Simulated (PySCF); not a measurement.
# H2S2 (SMILES SS): levels of theory compared

We compute a comparison of 6 runs (B3LYP/def2-TZVPP, PBE0/def2-TZVPP, SVWN5/def2-TZVPP, TPSS/def2-TZVPP, revPBE/def2-TZVPP, CCSD(T)/def2-TZVPP) of H2S2. Input form: a Python script.

The results are computed with PySCF 2.14.0.

2 further runs of the same task are left out: 2 set aside as unsound or not needed.

**1. The structure to begin with**

H2S2 has 4 atoms, charge 0, and is taken as a singlet. SMILES: `SS`. The S2–H4 distance was set to 2.424 Å, away from the relaxed value. At this shape a bond of the SMILES string is far longer than usual.

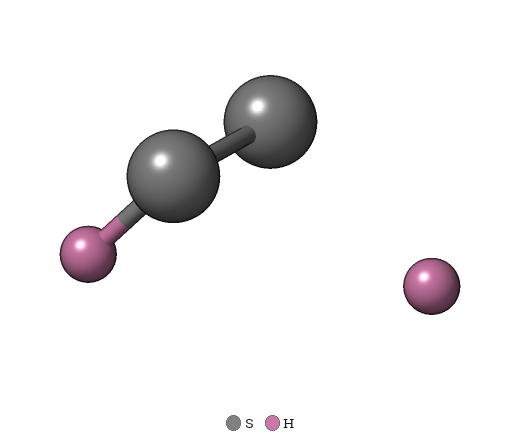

The structure, seen from a chosen angle (sulfur grey, hydrogen pink).

**2. The energy at B3LYP/def2-TZVPP (run 1)**

The input, run.py:

```python
from pyscf import gto, dft

mol = gto.M(
    atom='''
S      1.328082    -0.708163     1.093327
S      0.603822     1.202607     0.993997
H      0.318182    -1.271543     1.783517
H     -0.619290     1.020250    -1.090950
''',
    verbose=3,
    basis='def2-tzvpp',
    max_memory=1860,
)

ks = dft.RKS(mol)
ks.xc = 'b3lyp'
ks.conv_tol = 1e-10
ks.grids.level = 5
ks.kernel()
if not ks.converged:
    ks = ks.newton().run(ks.mo_coeff, ks.mo_occ)

e_final = ks.e_tot
print('E(%s) = %.9f' % ('B3LYP', e_final))
```

Launch:

```bash
$ OMP_NUM_THREADS=1 python run.py
```

The log of the run:

```text
converged SCF energy = -797.534338814638
E(B3LYP) = -797.534338815
```

Run time: 13 s. Hardware: 1 thread of Arm Neoverse V2, shared host; peak memory 0.58 GiB.

**3. A single-point energy at PBE0/def2-TZVPP (run 2)**

The input, mol.xyz:

```xyz
4

S      1.328082    -0.708163     1.093327
S      0.603822     1.202607     0.993997
H      0.318182    -1.271543     1.783517
H     -0.619290     1.020250    -1.090950
```

The input, job.py:

```python
from pyscf import gto, dft

mol = gto.M(
    atom='mol.xyz',
    spin=0,
    basis='def2-tzvpp',
    verbose=3,
    max_memory=1860,
)

mf = dft.RKS(mol)
mf.xc = 'pbe0'
mf.grids.level = 5
mf.conv_tol = 1e-10
mf.kernel()
if not mf.converged:
    mf = mf.newton().run(mf.mo_coeff, mf.mo_occ)

energy = mf.e_tot
print('Final energy', energy)
```

Launch:

```bash
$ OMP_NUM_THREADS=1 python job.py
```

The log of the run:

```text
converged SCF energy = -797.21098739981
Final energy -797.2109873998104
```

Run time: 13 s. Hardware: 1 thread of Arm Neoverse V2, shared host; peak memory 0.58 GiB.

Runs 3 to 5 aren't shown in full; the table further down has their settings and results.

**4. A single-point energy at CCSD(T)/def2-TZVPP (run 6)**

The input, input.py:

```python
from pyscf import gto, cc

mol = gto.Mole()
mol.atom = '''
S    1.328082  -0.708163   1.093327
S    0.603822   1.202607   0.993997
H    0.318182  -1.271543   1.783517
H   -0.619290   1.020250  -1.090950
'''
mol.basis = 'def2-tzvpp'
mol.verbose = 4
mol.spin = 0
mol.max_memory = 1860
mol.build()

hf = mol.RHF()
hf.conv_tol = 1e-10
hf.kernel()
if not hf.converged:
    hf = hf.newton().run(hf.mo_coeff, hf.mo_occ)

mycc = cc.CCSD(hf, frozen=10)
mycc.kernel()
e_t = mycc.ccsd_t()
e_final = mycc.e_tot + e_t
print('Final energy', e_final)
```

Launch:

```bash
$ OMP_NUM_THREADS=1 python input.py
```

The log of the run:

```text
PySCF version 2.14.0

[INPUT] num. atoms = 4
[INPUT] num. electrons = 34
[INPUT] charge = 0
[INPUT] spin (= nelec alpha-beta = 2S) = 0
[INPUT] symmetry False subgroup None
[INPUT] Mole.unit = angstrom
[INPUT] Symbol           X                Y                Z      unit          X                Y                Z       unit  Magmom
[INPUT]  1 S      1.328082000000  -0.708163000000   1.093327000000 AA    2.509711250965  -1.338234121550   2.066088594592 Bohr   0.0
[INPUT]  2 S      0.603822000000   1.202607000000   0.993997000000 AA    1.141058207987   2.272597865485   1.878382098639 Bohr   0.0
[INPUT]  3 H      0.318182000000  -1.271543000000   1.783517000000 AA    0.601276837766  -2.402868025608   3.370358668506 Bohr   0.0
[INPUT]  4 H     -0.619290000000   1.020250000000  -1.090950000000 AA   -1.170288491682   1.927993078588  -2.061596715594 Bohr   0.0

nuclear repulsion = 81.8681029615647
number of shells = 40
number of NR pGTOs = 158
number of NR cGTOs = 112
basis = def2-tzvpp
ecp = {}

[... 47 lines left out ...]
converged SCF energy = -796.098790008829
[... 12 lines left out ...]
Init t2, MP2 energy = -796.48023426554  E_corr(MP2) -0.381444256710815
[... 17 lines left out ...]
CCSD converged
[... 2 lines left out ...]
Final energy -796.5564552997085
```

Wall time 38 s (1 thread of Arm Neoverse V2, shared host); peak memory 0.79 GiB.

**5. Overview of the runs**

```csv
run,level,integration grid,frozen core orbitals,energy (Eh),dipole moment (D) of the reference,HOMO energy (eV),LUMO energy (eV),wall time
1,B3LYP/def2-TZVPP,5,–,-797.534339,1.50,-7.10,-4.17,13 s
2,PBE0/def2-TZVPP,5,–,-797.210987,1.43,-7.27,-3.98,13 s
3,SVWN5/def2-TZVPP,5,–,-794.758377,1.48,-6.31,-4.68,8.4 s
4,TPSS/def2-TZVPP,5,–,-797.551945,1.57,-6.42,-4.62,28 s
5,revPBE/def2-TZVPP,5,–,-797.366445,1.56,-6.23,-4.58,12 s
6,CCSD(T)/def2-TZVPP,–,10,-796.556455,1.35,-9.29,-1.05,38 s
```

**6. Outcome**

| quantity | value |
| --- | --- |
| run 6: total energy | -796.55646 Eh |
| run 6: dipole moment (Hartree–Fock density) | 1.35 D |
| run 6: HOMO energy (Hartree–Fock orbitals) | -9.29 eV |
| run 6: LUMO energy (Hartree–Fock orbitals) | -1.05 eV |
| run 6: HOMO–LUMO gap (Hartree–Fock orbitals) | 8.24 eV |
| run 6: correlation energy (10 core orbitals frozen) | -457.7 mEh |
| run 6: (T) correction | -28.20 mEh |
| run 6: T1 diagnostic | 0.023 |

Over runs 1, 2, 3, 4, 5 the dipole moment (its size) runs from 1.43 D (PBE0/def2-TZVPP) to 1.57 D (TPSS/def2-TZVPP). Over runs 1, 2, 3, 4, 5 the HOMO–LUMO gap runs from 1.63 eV (SVWN5/def2-TZVPP) to 3.29 eV (PBE0/def2-TZVPP). Totals of different functionals can't be ranked against each other. In runs 1, 2, 3, 4, 5, 6 a closed-shell determinant meets a far-stretched bond, which it describes badly. All runs together took 1.9 min, the longest 38 s.
